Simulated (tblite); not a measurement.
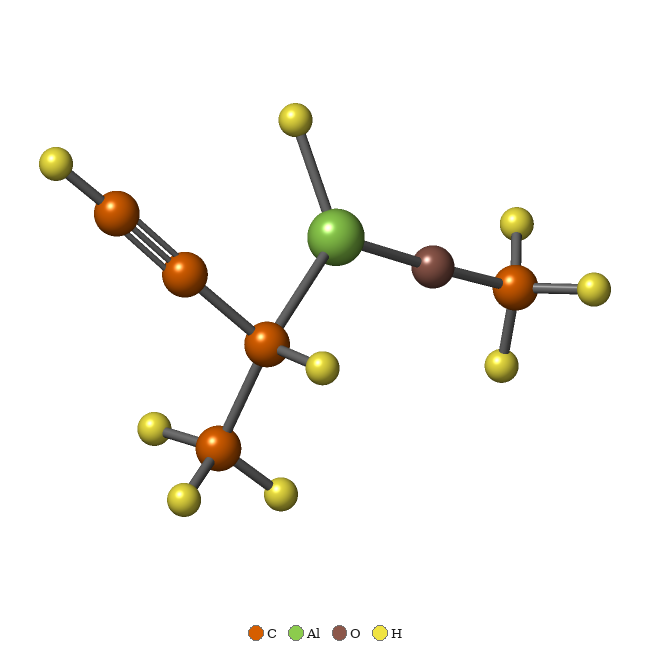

The picture comes from a calculation with tblite.

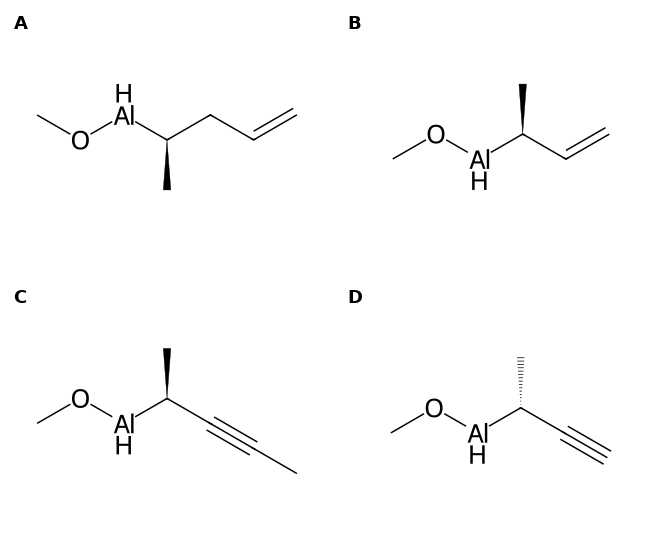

**The first picture shows one of the molecules drawn in the second. Which?**

D, `C#C[C@@H](C)[AlH][O]C`.
